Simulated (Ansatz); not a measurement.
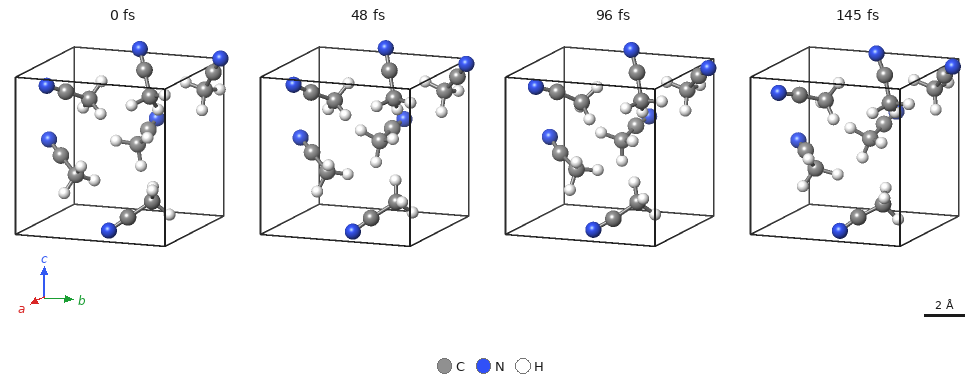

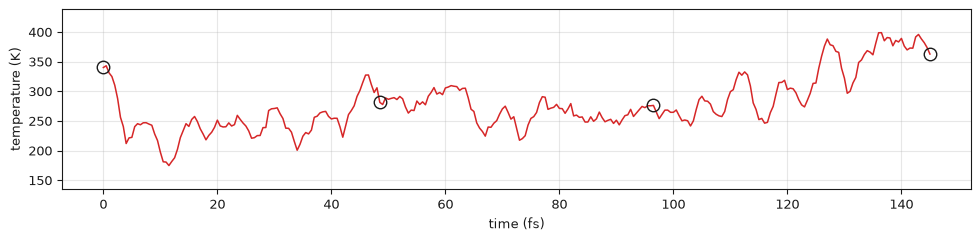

First-principles dynamics of a periodic cell with 6 CH3CN at 0.784 g/cm³, 145 fs long. Frames and the history of the run. Style: ball-and-stick. Shown: the simulation cell, slightly off an axis.

All numbers below come from DFT PBE-D3(BJ), scalar-relativistic, plane waves, PAW (Ansatz 0.2.0). Settings: plane-wave cutoff 420 eV; k-point mesh 1 × 1 × 1; Fermi-Dirac smearing 0.02 eV; low-accuracy preset; Langevin thermostat (NVT); set temperature 350 K; time step 0.5 fs; H given the mass 2.014 u; friction 0.02 per fs.

> What do the frames and curves show?

The mean temperature in the second half is 298 K (standard deviation 49 K). The potential energy is still drifting at the end, so the run hasn't reached equilibrium. The potential energy in the second half lies on average 31.9 meV per atom above the first frame. Root-mean-square distances from the starting positions over the second half, with the common drift of all atoms taken out: H 0.54 Å, N 0.46 Å, C 0.38 Å. The heavy atoms stay within a fraction of a molecule's size of their starting places; so short a run doesn't tell a liquid from a solid.

Limits of the set-up: the program's low-accuracy preset was used; masses were changed (H 2.014 u), which shifts the vibrations; the periodic images lie only 8.1 Å apart, so the values are limited by the cell's size.
